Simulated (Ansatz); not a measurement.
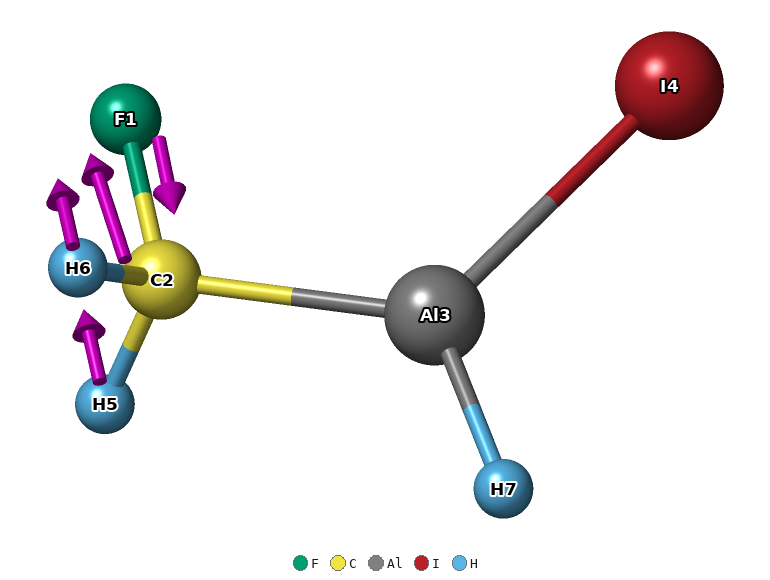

The arrows show one normal mode. Harmonic vibrations computed with RKS PBE0-D4/def2-TZVP, core potentials on I (Ansatz 0.2.0) at a stationary point of the same level.

Question: What kind of motion is it?

Answer: Mostly C–F stretching.

Question: Estimate its harmonic wavenumber.

Answer: 1062 cm⁻¹; it is mode 9 of 15 counted from the lowest.
